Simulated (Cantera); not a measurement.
Charge: 1 mol CF₄, 0.7 mol F₂, held at 0.143 Torr.

Method: chemical equilibrium by Gibbs-energy minimisation in Cantera with the NASA 1993 tables (ideal gas, pure condensed phases). Candidate condensed phases: C; 13 gas species. Gases not in the tables: C₂F₆ and larger saturated fluorocarbons. Equilibrium is a limit: real reactors are often held back by kinetics, nucleation or transport.

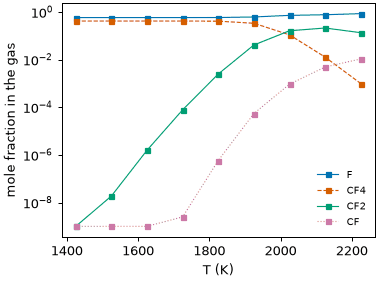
Figure. Equilibrium gas composition (values under 1e-9 drawn at 1e-9)

From 1425 K to 2125 K nothing is condensed. At 2225 K the condensed part is C(graphite). The main C-bearing gas is CF₄ at 1425 K and CF₂ at 2225 K.
